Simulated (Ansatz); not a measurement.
**TaS2, response to strain**

The reference is TaS₂ in the CdI2 type structure (space group P-3m1, No. 164; a = 3.2778 Å, c = 5.5876 Å; layered, stacked along the Cartesian z axis; relaxed with 0.1 eV smearing). Axes: x lies along a and z along c of the hexagonal cell.

Strains are applied to the cell and any free atomic positions relax; under biaxial strain the out-of-plane vector relaxes too.

The values are results of plane-wave PAW DFT at the PBEsol-D3(BJ) level (Ansatz, a quantum-chemistry and plane-wave program, 420 eV), no spin-orbit coupling, earlier PAW set, not measurements.

Notes on the quantities. pressure: mean of the normal stresses, compression positive.

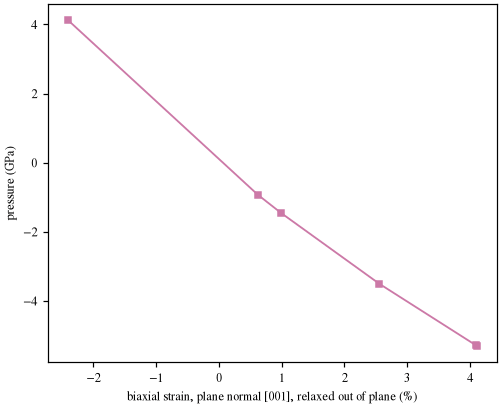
Pressure against biaxial strain, plane normal [001], relaxed out of plane

```tsv
biaxial strain, plane normal [001], relaxed out of plane (%)	pressure
-2.4	4.1 GPa
0.62	-0.9 GPa
0.99	-1.5 GPa
2.56	-3.5 GPa
4.09	-5.3 GPa
4.11	-5.3 GPa
```

Whether these cells are dynamically stable was not tested. All final runs are without spin polarisation. An odd electron count without spin: TaS2.
